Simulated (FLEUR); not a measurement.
**FeNi3 (Awaruite): parallel and opposed starts**

Does FeNi3 (Awaruite) prefer parallel or opposed moments?

Program: FLEUR MaX-R8.1. Level of theory: PBE; all-electron FLAPW, Dirac cores, scalar-relativistic bands. Results are calculated unless marked as measured.

**1. Starting point**

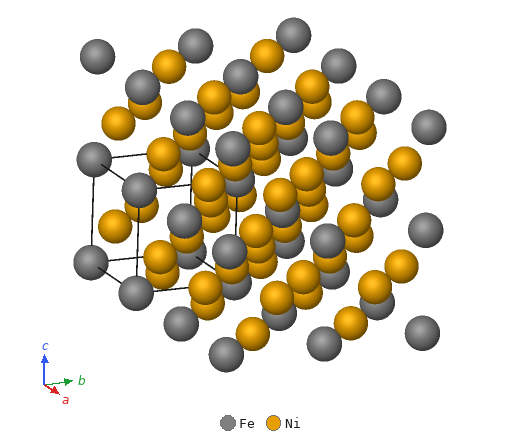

Start, viewed slightly off an axis; iron grey, nickel orange. 3×2×2 cells are drawn. Some periodic images of atoms are drawn too.

Structure file:

```xyz
4
Lattice="3.5450 0.0000 0.0000 0.0000 3.5450 0.0000 0.0000 0.0000 3.5450" Properties=species:S:1:pos:R:3 pbc="T T T"
Fe    0.0000    0.0000    0.0000
Ni    0.0000    1.7725    1.7725
Ni    1.7725    0.0000    1.7725
Ni    1.7725    1.7725    0.0000
```

**2. Run 1 (ferro ++++)**

The parallel start comes first: it shows whether parallel moments hold.

inpgen writes inp.xml from crystal.txt; cutoffs, mixing, functional, smearing and local orbitals are then set in the file. The k list default-1 (kpts.xml, not shown) is a Γ-centred 8×8×8 mesh; where the ranks do not divide the number of points, some are split in two of half the weight.

Contents of inp.xml:

```
<?xml version="1.0" encoding="UTF-8" standalone="no"?>
<fleurInput fleurInputVersion="0.39">
   <comment>
      FeNi3
   </comment>
   <calculationSetup>
      <cutoffs Kmax="3.6" Gmax="10.8" GmaxXC="10.8" numbands="0"/>
      <scfLoop itmax="90" minDistance="0.00002" maxIterBroyd="15" imix="Anderson" alpha="0.05" precondParam="0.0" spinf="2.0" sdNocoIR="T"/>
      <coreElectrons ctail="T" frcor="F" kcrel="1" coretail_lmax="0"/>
      <xcFunctional name="pbe" relativisticCorrections="F"/>
      <magnetism jspins="2"/>
      <soc l_soc="F" theta="0.0" phi="0.0" spav="F"/>
      <expertModes spex="0" secvar="F"/>
      <geometryOptimization l_f="F" forcealpha="1.0" forcemix="BFGS" epsdisp="0.00001" epsforce="0.00001"/>
      <ldaU l_linMix="F" mixParam="0.05" spinf="1.0"/>
   </calculationSetup>
   <cell>
      <bzIntegration valenceElectrons="70.0" mode="hist" fermiSmearingEnergy="0.00183747">
         <kPointListSelection listName="default-1"/>
         <xi:include xmlns:xi="http://www.w3.org/2001/XInclude" href="kpts.xml"> </xi:include>
      </bzIntegration>
      <xi:include xmlns:xi="http://www.w3.org/2001/XInclude" href="sym.xml"> </xi:include>
      <bulkLattice scale="1.0">
         <bravaisMatrix>
            <row-1>    6.6990791117069994     0.0000000000000000     0.0000000000000000</row-1>
            <row-2>    0.0000000000000000     6.6990791117069994     0.0000000000000000</row-2>
            <row-3>    0.0000000000000000     0.0000000000000000     6.6990791117069994</row-3>
         </bravaisMatrix>
      </bulkLattice>
   </cell>
   <atomSpecies>
      <species name="Iron (Fe) 2.800" element="Fe" atomicNumber="26">
         <mtSphere radius="2.31" gridPoints="763" logIncrement="0.016"/>
         <atomicCutoffs lmax="8" lnonsphr="6"/>
         <electronConfig flipSpins="F">
            <coreConfig>(1s1/2) (2s1/2) (2p1/2) (2p3/2)</coreConfig>
            <valenceConfig>(3s1/2) (3p1/2) (3p3/2) (4s1/2) (3d3/2) (3d5/2)</valenceConfig>
            <stateOccupation state="(3d3/2)" spinUp="1.4" spinDown="1.0"/>
            <stateOccupation state="(3d5/2)" spinUp="3.0" spinDown="0.6"/>
         </electronConfig>
         <energyParameters s="4" p="4" d="3" f="4"/>
         <lo type="SCLO" l="0" n="3" eDeriv="0"/>
         <lo type="SCLO" l="1" n="3" eDeriv="0"/>
      </species>
      <species name="Nickel (Ni1.001" element="Ni" atomicNumber="28">
         <mtSphere radius="2.31" gridPoints="763" logIncrement="0.016"/>
         <atomicCutoffs lmax="8" lnonsphr="6"/>
         <electronConfig flipSpins="F">
            <coreConfig>(1s1/2) (2s1/2) (2p1/2) (2p3/2)</coreConfig>
            <valenceConfig>(3s1/2) (3p1/2) (3p3/2) (4s1/2) (3d3/2) (3d5/2)</valenceConfig>
            <stateOccupation state="(3d3/2)" spinUp="1.6" spinDown="1.6"/>
            <stateOccupation state="(3d5/2)" spinUp="2.9005" spinDown="1.8995"/>
         </electronConfig>
         <energyParameters s="4" p="4" d="3" f="4"/>
         <lo type="SCLO" l="0" n="3" eDeriv="0"/>
         <lo type="SCLO" l="1" n="3" eDeriv="0"/>
      </species>
   </atomSpecies>
   <atomGroups>
      <atomGroup species="Iron (Fe) 2.800">
         <relPos label="                   1">.0000000000 .0000000000 .0000000000</relPos>
         <force calculate="T" relaxXYZ="TTT"/>
      </atomGroup>
      <atomGroup species="Nickel (Ni1.001">
         <relPos label="                   2">.0000000000 1.000/2.000 1.000/2.000</relPos>
         <relPos label="                   3">1.000/2.000 .0000000000 1.000/2.000</relPos>
         <relPos label="                   4">1.000/2.000 1.000/2.000 .0000000000</relPos>
         <force calculate="T" relaxXYZ="TTT"/>
      </atomGroup>
   </atomGroups>
   <output dos="F" band="F" slice="F">
      <bandDOS minEnergy="-.5*Htr" maxEnergy="0.5*Htr" sigma="0.015" storeEVData="T"/>
      <plotting iplot="0" polar="F">
         <plot TwoD="T" vec1="  1.0  0.0  0.0" vec2="  0.0  1.0  0.0" vec3="  0.0  0.0  1.0" zero="  0.0  0.0  0.0" file="plot"/>
      </plotting>
      <moessbauerParams electricFieldGradient="F" isomerShift="T" coreHyperfine="T" valenceHyperfine="T"/>
   </output>
</fleurInput>
```

Contents of crystal.txt:

```
FeNi3
&input film=F cartesian=F /
3.54500000000  0.00000000000  0.00000000000
0.00000000000  3.54500000000  0.00000000000
0.00000000000  0.00000000000  3.54500000000
1.8897261246
1.0 1.0 1.0

4
26 0.00000000000  0.00000000000  0.00000000000 : 2.800
28 0.00000000000  0.50000000000  0.50000000000 : 1.001
28 0.50000000000  0.00000000000  0.50000000000 : 1.001
28 0.50000000000  0.50000000000  0.00000000000 : 1.001

&kpt div1=8 div2=8 div3=8 gamma=T /
```

On the command line:

```bash
> OMP_NUM_THREADS=1 inpgen -f crystal.txt > inpgen.log  # inp.xml is then edited as shown
> OMP_NUM_THREADS=1 mpirun -n 4 fleur_MPI > fleur.log
```

Log:

```text
Welcome to FLEUR        (www.flapw.de)
      MaX-Release 8.1          (www.max-centre.eu)

 ========== k-point set info ==========
 Selected k-point list: default-1
 k-point list type: mesh
 0 x 0 x 0
 Number of k points: 36

 ------------Calculation Setup---------------------------
 Number of MPI-tasks      :            4
 Number of PE/node        :            4
 Number of OMP-threads    :            1
 k-points in parallel     :            4
 pe's per k-point         :            1
 No of k-point loops      :            9
 Eigenvalue solver        :       lapack
 Number of basis functions:          275
 Approximate size of matrices (H+S) per k-point:         0.001 GB
 --------------------------------------------------------
 [... lines of the core solver left out ...]
 Iteration:     1   Distance:      22.37751253 me/bohr^3
 Iteration:     2   Distance:      10.30259695 me/bohr^3
 Iteration:     3   Distance:       7.39334280 me/bohr^3
 Iteration:     4   Distance:       8.91311471 me/bohr^3
 Iteration:     5   Distance:       5.16323114 me/bohr^3
 Iteration:     6   Distance:       1.08158415 me/bohr^3
 Iteration:     7   Distance:       1.92624857 me/bohr^3
 Iteration:     8   Distance:       1.03154754 me/bohr^3
 Iteration:     9   Distance:       0.96288740 me/bohr^3
 Iteration:    10   Distance:       0.07754499 me/bohr^3
 Iteration:    11   Distance:       0.21574596 me/bohr^3
 Iteration:    12   Distance:       0.03757336 me/bohr^3
 Iteration:    13   Distance:       0.03648657 me/bohr^3
 Iteration:    14   Distance:       0.01746872 me/bohr^3
 Iteration:    15   Distance:       0.00552325 me/bohr^3
 Iteration:    16   Distance:       0.00418037 me/bohr^3
 Iteration:    17   Distance:       0.00392556 me/bohr^3
 Iteration:    18   Distance:       0.00263753 me/bohr^3
 Iteration:    19   Distance:       0.00055351 me/bohr^3
 Iteration:    20   Distance:       0.00024723 me/bohr^3
 Iteration:    21   Distance:       0.00015922 me/bohr^3
 Iteration:    22   Distance:       0.00007906 me/bohr^3
 Iteration:    23   Distance:       0.00002910 me/bohr^3
 Iteration:    24   Distance:       0.00000430 me/bohr^3

 ********************************************************************
 Run finished successfully
 Stop message:
   all done
 ********************************************************************

--- out.xml (last complete iteration) ---
<iteration numberForCurrentRun="   24" overallNumber="   24">
         <energyParameters units="Htr">
            <atomicEP atomType="1" spin="1" branch="4s" branchLowest="-2.94" branchHighest="1.79" value="0.1697168355"/>
            <atomicEP atomType="1" spin="1" branch="4p" branchLowest="-1.68" branchHighest="2.36" value="0.3032295968"/>
            <atomicEP atomType="1" spin="1" branch="3d" branchLowest="-9.99" branchHighest="0.34" value="0.2195032250"/>
            <atomicEP atomType="1" spin="1" branch="4f" branchLowest="-9.99" branchHighest="3.43" value="0.6170181499"/>
            <loAtomicEP atomType="1" spin="1" branch="3s" branchLowest="-29.57" branchHighest="-2.94" value="-2.9427327572"/>
            <loAtomicEP atomType="1" spin="1" branch="3p" branchLowest="-25.11" branchHighest="-1.68" value="-1.6947030571"/>
            <atomicEP atomType="2" spin="1" branch="4s" branchLowest="-3.48" branchHighest="1.62" value="0.1931820004"/>
            <atomicEP atomType="2" spin="1" branch="4p" branchLowest="-2.01" branchHighest="2.22" value="0.3361298788"/>
            <atomicEP atomType="2" spin="1" branch="3d" branchLowest="-9.99" branchHighest="0.35" value="0.2523724968"/>
            <atomicEP atomType="2" spin="1" branch="4f" branchLowest="-9.99" branchHighest="3.59" value="0.6578816019"/>
            <loAtomicEP atomType="2" spin="1" branch="3s" branchLowest="-35.46" branchHighest="-3.48" value="-3.4784865637"/>
            <loAtomicEP atomType="2" spin="1" branch="3p" branchLowest="-30.42" branchHighest="-2.01" value="-2.0230783802"/>
            <atomicEP atomType="1" spin="2" branch="4s" branchLowest="-2.81" branchHighest="1.88" value="0.1787823452"/>
            <atomicEP atomType="1" spin="2" branch="4p" branchLowest="-1.55" branchHighest="2.45" value="0.3053603991"/>
            <atomicEP atomType="1" spin="2" branch="3d" branchLowest="-9.99" branchHighest="0.46" value="0.3099194249"/>
            <atomicEP atomType="1" spin="2" branch="4f" branchLowest="-9.99" branchHighest="3.52" value="0.6138873858"/>
            <loAtomicEP atomType="1" spin="2" branch="3s" branchLowest="-29.52" branchHighest="-2.81" value="-2.8185799984"/>
            <loAtomicEP atomType="1" spin="2" branch="3p" branchLowest="-25.07" branchHighest="-1.55" value="-1.5734955186"/>
            <atomicEP atomType="2" spin="2" branch="4s" branchLowest="-3.44" branchHighest="1.64" value="0.1795363518"/>
            <atomicEP atomType="2" spin="2" branch="4p" branchLowest="-1.98" branchHighest="2.23" value="0.3191520885"/>
            <atomicEP atomType="2" spin="2" branch="3d" branchLowest="-9.99" branchHighest="0.38" value="0.2745456956"/>
            <atomicEP atomType="2" spin="2" branch="4f" branchLowest="-9.99" branchHighest="3.60" value="0.6386868957"/>
            <loAtomicEP atomType="2" spin="2" branch="3s" branchLowest="-35.44" branchHighest="-3.44" value="-3.4453715726"/>
            <loAtomicEP atomType="2" spin="2" branch="3p" branchLowest="-30.40" branchHighest="-1.98" value="-1.9909245782"/>
         </energyParameters>
         <bandgap value="0.0148378036" units="eV"/>
         <sumValenceSingleParticleEnergies value="-63.2718681777" units="Htr"/>
         <FermiEnergy value="0.3358090501" units="Htr"/>
         <valenceDensity>
            <mtCharges spin="1">
               <mtCharge atomType="1" total="8.8947129" s="1.2083620" p="3.1923363" d="4.4740551" f="0.0151070"/>
               <mtCharge atomType="2" total="8.9421230" s="1.2251957" p="3.2017897" d="4.4955335" f="0.0145977"/>
            </mtCharges>
            <mtCharges spin="2">
               <mtCharge atomType="1" total="5.9427446" s="1.1926835" p="3.1900622" d="1.5386813" f="0.0164103"/>
               <mtCharge atomType="2" total="8.2652552" s="1.2378323" p="3.2396478" d="3.7702203" f="0.0133646"/>
            </mtCharges>
            <spinDependentCharge spin="1" total="37.4246799" interstitial="1.7035979" mtSpheres="35.7210820"/>
            <spinDependentCharge spin="2" total="32.5753201" interstitial="1.8368100" mtSpheres="30.7385102"/>
            <totalCharge value="70.0000000000"/>
         </valenceDensity>
         <allElectronCharges>
            <spinDependentCharge spin="1" total="57.4246911" interstitial="1.7035979" mtSpheres="55.7210932"/>
            <spinDependentCharge spin="2" total="52.5753089" interstitial="1.8368100" mtSpheres="50.7384990"/>
            <totalCharge value="110.0000000005"/>
         </allElectronCharges>
         <magneticMomentsInMTSpheres units="muBohr">
            <globalMagMoment atomType="1" vec="0.00000   0.00000   2.95198"/>
            <localMagMoment atomType="1" vec="0.00000   0.00000   2.95198"/>
            <globalMagMoment atomType="2" vec="0.00000   0.00000   0.67687"/>
            <localMagMoment atomType="2" vec="0.00000   0.00000   0.67687"/>
         </magneticMomentsInMTSpheres>
         <moessbauerParams unitsHFF="kG" unitsIS="e/bohr^3" unitsEFG="Htr/bohr^2">
            <coreHyperfineField atomType="1" hffTotal="-712.46999" isTotal="14961.89542">
               <shell n="1" l="0" hff="-7.17728" isomerShift="13671.94389"/>
               <shell n="2" l="0" hff="-707.27637" isomerShift="1282.93138"/>
               <shell n="2" l="1" hff="1.98365" isomerShift="7.02015"/>
            </coreHyperfineField>
            <coreHyperfineField atomType="2" hffTotal="-229.70171" isTotal="19434.09052">
               <shell n="1" l="0" hff="-2.36640" isomerShift="17717.20883"/>
               <shell n="2" l="0" hff="-228.12591" isomerShift="1705.81921"/>
               <shell n="2" l="1" hff="0.79061" isomerShift="11.06248"/>
            </coreHyperfineField>
            <isomerShift atomType="1" nucleusRadius="0.0000903" averageDensity="15154.13227"/>
            <isomerShift atomType="2" nucleusRadius="0.0000918" averageDensity="19691.99070"/>
         </moessbauerParams>
         <totalEnergy value="    -5835.3108945992" units="Htr">
            <sumOfEigenvalues value="    -3352.9575234084">
               <coreElectrons value="-3289.6856552307"/>
               <valenceElectrons value="-63.2718681777"/>
            </sumOfEigenvalues>
            <densityCoulombPotentialIntegral value="-8957.9931094690"/>
            <densityEffectivePotentialIntegral value="-9278.4951418443"/>
            <chargeDenXCDenIntegral value="-246.7582251636"/>
            <FockExchangeEnergyValence value="0.0000000000"/>
            <FockExchangeEnergyCore value="0.0000000000"/>
            <atomTypeDependentContributions atomType="1">
               <electronNucleiInteractionDifferentMTs value="1519.5928541162"/>
               <MadelungTerm value="-10.4131413712"/>
            </atomTypeDependentContributions>
            <atomTypeDependentContributions atomType="2">
               <electronNucleiInteractionDifferentMTs value="5476.8899474971"/>
               <MadelungTerm value="-28.1977901525"/>
            </atomTypeDependentContributions>
            <tkbTimesEntropy value="0.0010121448"/>
            <freeEnergy value="-5835.3119067440"/>
            <extrapolationTo0K value="-5835.3114006716"/>
         </totalEnergy>
         <densityConvergence units="me/bohr^3">
            <chargeDensity spin="1" distance="0.0000008687"/>
            <chargeDensity spin="2" distance="0.0000041698"/>
            <overallChargeDensity distance="0.0000042137"/>
            <spinDensity distance="0.0000043046"/>
         </densityConvergence>
      </iteration>
```

Wall time 38 s (4 MPI ranks of Arm Neoverse N1, shared host); peak memory 0.22 GiB.

Spin moment in the muffin-tin sphere by atom:

```
atom  spin moment in the muffin-tin sphere (μB)
 Fe1                                       2.95
 Ni2                                       0.68
 Ni3                                       0.68
 Ni4                                       0.68
```

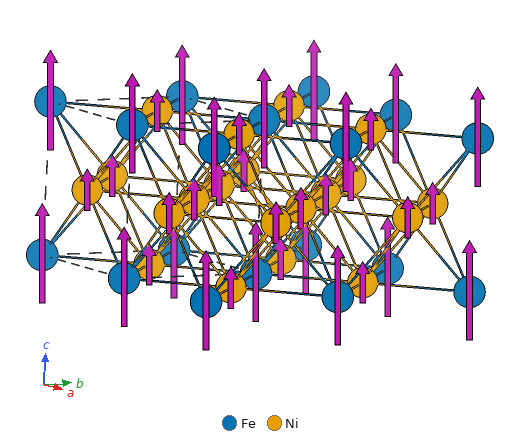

Spin moment in the muffin-tin sphere as arrows, the longest 2.95 μB. Up and down stand for the sign. Arrows give size and sign along the axis of quantisation, drawn up and down the page. Each arrow also spans its atom, so small moments look longer than they are. 2×2×1 cells are drawn. Some periodic images of atoms are drawn too.

Read from the output:

* free energy: -158786.9262 eV
* program's band gap on this mesh (in a metal only a level spacing): 0.01484 eV
* magnetization: 4.849 μB
* final state: ferromagnetic

After 24 cycles the largest moment stands at 2.95 μB.

(Part 1 of 3 ends here.)

[Logs and program files are shortened in this print: banners, set-up blocks, solver, clock and traceback lines can be left out without a mark of their own.]

[Logs are printed without paths, hosts, clocks, repeated set-up lines and the standing remarks that a program may print on its own settings, such as how far it seeks lower states.]

[Hosts, paths, dates, database ids (printed as entryN), source tags and the programs' standing remarks are cut or masked in the printed files.]

[Where a cell is said to come from a database of computed structures, the database is the Materials Project.]
